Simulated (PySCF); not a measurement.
C$_{5}$H$_{9}$NOSi

```xyz
17

N     3.3228    1.9001   -0.2077
C     2.2894    1.4518   -0.0174
C     1.0034    0.8261    0.2394
C     1.2020   -0.6968    0.3159
Si   -0.4948   -1.5334    0.5473
C    -1.6097   -0.5169   -0.6123
C    -1.2416    0.9652   -0.5159
O     0.1157    1.2275   -0.7839
H     0.6389    1.2007    1.2150
H     1.6705   -1.0260   -0.6133
H     1.8954   -0.9218    1.1262
H    -0.4374   -2.9440    0.1679
H    -0.9292   -1.3545    1.9399
H    -2.6677   -0.6277   -0.3786
H    -1.4726   -0.8378   -1.6457
H    -1.7842    1.5468   -1.2671
H    -1.5078    1.3528    0.4803
```

Geometry: GFN2-xTB.

Level of theory: PySCF, PBE0/pcSseg-1, SCF density, gas phase, non-relativistic.

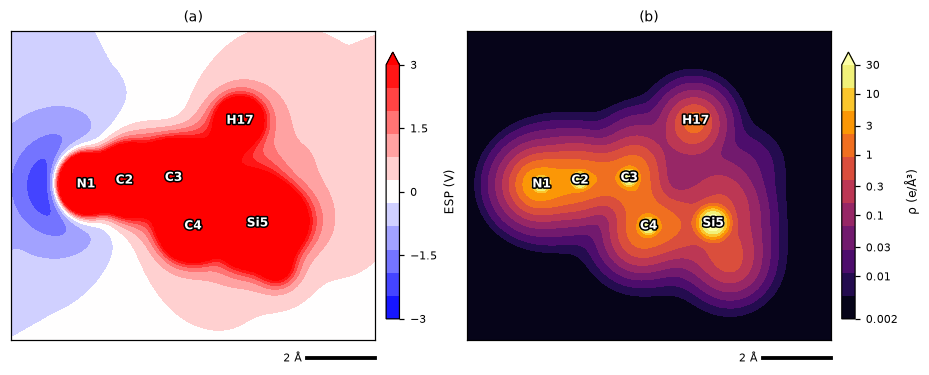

Figure 1. (a) molecular electrostatic potential; (b) electron density on the plane of atoms C2, C3 and C4.

Question: Describe what can be read from this map.

Answer: The section cuts through N, C, Si and H sites.
C–N (1.14 Å): ρ at the midpoint is about 3.6 e/Å³.
C–C (1.45 Å): ρ at the midpoint is about 1.8 e/Å³.
C–Si (1.91 Å): ρ at the midpoint is about 0.91 e/Å³.
C–C (1.54 Å): the density is about 1.6 e/Å³ at the midpoint.
Outside the dense part of the molecule the potential is most negative (−2.3 V) near N1.

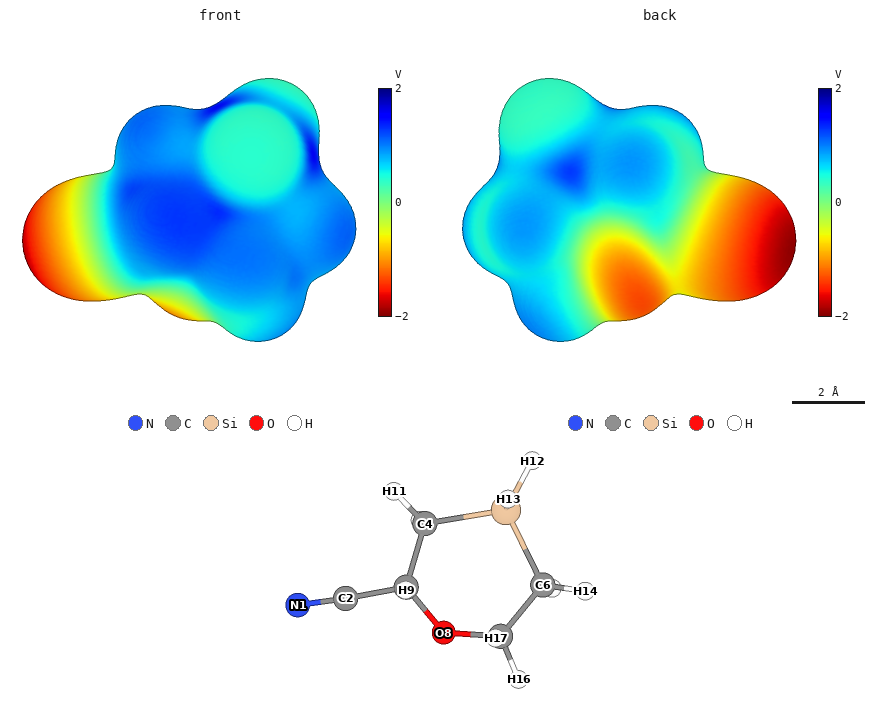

Figure 2. The molecular electrostatic potential painted on the density surface at 0.002 e/bohr³, seen from the front and from behind; the colour scale runs from red (negative) to blue (positive). The bare structure is drawn below in the same view.

Question: Which sites attract a positive test charge, and which a negative one?

Answer: A positive charge is drawn to the negative regions and a negative charge to the positive ones. The most negative region (about −1.9 V, or −44 kcal/mol for a unit charge) lies over N1, the most positive (about +1.4 V, or +32 kcal/mol for a unit charge) over Si5. N1 is the likeliest acceptor of a hydrogen bond.
